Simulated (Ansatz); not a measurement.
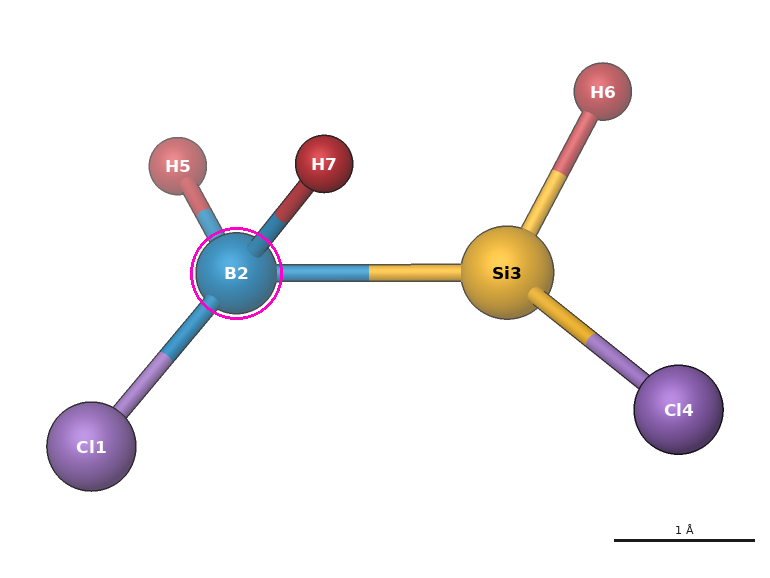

Orthographic view. Distant atoms are faded towards the background colour. The computed structure is the end point of a PBE-D4/def2-SVP optimisation. No frequency run is at hand to confirm it as a minimum.

Which atoms are bonded to the circled atom?

The circled atom is B2; it is bonded to Cl1, Si3, H5, H7.

Of B2 and H7, which is nearer the viewer?

H7; the bond to B2 points away from the viewer, so it looks shorter than its 1.35 Å.

Which atom is farthest from the viewer?

H5, 1.1 Å behind the mean position.
